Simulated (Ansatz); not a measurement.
# CHF (SMILES [CH]F): CCSD/STO-3G

Aim: the energy change on altering one bond length of CHF at CCSD/STO-3G, from 2 runs. 

Program for the calculation: Ansatz 0.2.0.

55 further runs of the same task are left out: 6 that didn't finish, 49 set aside as unsound or not needed.

### Step 1. Starting point

The species is CHF (3 atoms), meant as a singlet with charge 0. SMILES: `[CH]F`. Geometry: relaxed at GFN2-xTB.

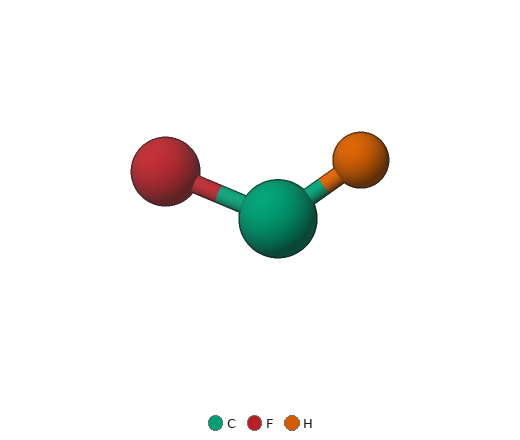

Viewed from a chosen angle; carbon teal, fluorine red, hydrogen orange.

### Step 2. A single-point energy at CCSD/STO-3G

The input, molecule.yaml:

```yaml
crystal:
  periodic: [false, false, false]
  atoms:
    - symbol: C
      position_ang: [-0.128130, -0.359190, -0.106370]
    - symbol: F
      position_ang: [0.969610, -0.011280, 0.530170]
    - symbol: H
      position_ang: [-0.841470, 0.370470, -0.423800]
basis:
  gaussian: {orbitals: STO-3G}
accuracy: high
correlation: {method: ccsd, frozen_orbitals: {C: 1, F: 1, H: 0}}
scf: {omitted_lower_state_checks: [cluster_reference, increment]}
```

Command:

```bash
ansatz run molecule.yaml --threads 1 --pin off --max-ram 2610MiB --events-out events.jsonl --progress --plain --runs-dir runs
```

The log of the run, shortened:

```text
Warning: RAYON_NUM_THREADS=1 ignored (pool sized by the plan → 1); use --threads N
Functional definition: HF
  name "HF"
[...]
167 factors; integrals over basis functions are off by at most 2.4e-8 eV
[...]
mean field -3696.90058979 eV, -135.8585908255 hartree, gradient 2.5e-8 eV, S^2 0.000000; 0 other end points of the search recorded, 0 dependent functions left out; unrestricted orbitals would lower it
2 core orbitals not correlated: weight in the atoms' cores, before any rotation towards them, 1.000 or more for the frozen orbitals, at most 0.000 for the correlated occupied ones
reference -3696.90058979 eV, -135.8585908255 hartree; 6, 6 occupied and 3, 3 virtual orbitals, 167 factors
second order -1.71422717 eV of doubles, -0.00000000 eV of singles
cycle   1  -1.97112369 eV  change   -2.6e-1 eV  update   8.6e-2
[...]
cycle  23  -2.32503004 eV  change  -6.6e-10 eV  update  6.6e-10
Total energy: -3699.22561983 eV, -135.9440341034 hartree
Checks for a lower state left out: cluster_reference, increment
```

Wall time 0.14 s (1 thread of Arm Neoverse V1, shared host).

### Step 3. The distorted shape

The input, run.yaml:

```yaml
crystal:
  periodic: [false, false, false]
  atoms:
    - {symbol: C, position_ang: [-0.402552, -0.446163, -0.265497]}
    - {symbol: F, position_ang: [0.969610, -0.011280, 0.530170]}
    - {symbol: H, position_ang: [-1.115892, 0.283497, -0.582927]}
basis:
  gaussian:
    orbitals: STO-3G
correlation:
  method: ccsd
  frozen_orbitals: {C: 1, F: 1, H: 0}
scf:
  omitted_lower_state_checks: [cluster_reference, increment]
accuracy: high
```

Command:

```bash
ansatz run run.yaml --threads 1 --pin off --max-ram 2610MiB --events-out events.jsonl --progress --plain --runs-dir runs
```

The log of the run, shortened:

```text
Warning: RAYON_NUM_THREADS=1 ignored (pool sized by the plan → 1); use --threads N
[... 2 set-up lines as earlier in the session ...]
[...]
167 factors; integrals over basis functions are off by at most 3.9e-8 eV
[...]
mean field -3694.77031272 eV, -135.7803045873 hartree, gradient 2.5e-8 eV, S^2 0.000000; 0 other end points of the search recorded, 0 dependent functions left out; unrestricted orbitals would lower it
2 core orbitals not correlated: weight in the atoms' cores, before any rotation towards them, 1.000 or more for the frozen orbitals, at most 0.000 for the correlated occupied ones
reference -3694.77031272 eV, -135.7803045873 hartree; 6, 6 occupied and 3, 3 virtual orbitals, 167 factors
second order -1.93080992 eV of doubles, -0.00000000 eV of singles
cycle   1  -2.39526810 eV  change   -4.6e-1 eV  update   1.1e-1
[...]
cycle  28  -2.94729215 eV  change  -5.4e-11 eV  update  7.2e-10
Total energy: -3697.71760488 eV, -135.8886155762 hartree
Checks for a lower state left out: cluster_reference, increment
```

Wall time 0.14 s (1 thread of Arm Neoverse V1, shared host).

### Step 4. Results

Level: CCSD/STO-3G, 2 core orbitals frozen.

| quantity | value |
| --- | --- |
| first shape: total energy | -135.94403 Eh |
| first shape: correlation energy (2 core orbitals frozen) | -85.4 mEh |
| first shape: T1 diagnostic | 0.024 |
| distorted shape: total energy | -135.88862 Eh |
| distorted shape: correlation energy (2 core orbitals frozen) | -108.3 mEh |
| distorted shape: T1 diagnostic | 0.038 |
| energy change with the C1–F2 bond stretched from 1.316 to 1.645 Å | 1.508 eV |

What this shows: With the C1–F2 bond stretched from 1.316 to 1.645 Å the energy rises by 1.51 eV (146 kJ/mol). The first shape isn't relaxed at this level, so the change isn't measured from a minimum. The minimal basis adds a large error of its own. The T1 diagnostic (first shape) of 0.024 is above the customary mark for such species, so a single reference may not serve. The restricted solution (first shape) is unstable to spin breaking: an unrestricted one lies lower. The T1 diagnostic (distorted shape) of 0.038 is above the customary mark for such species, so a single reference may not serve. The restricted solution (distorted shape) is unstable to spin breaking: an unrestricted one lies lower.
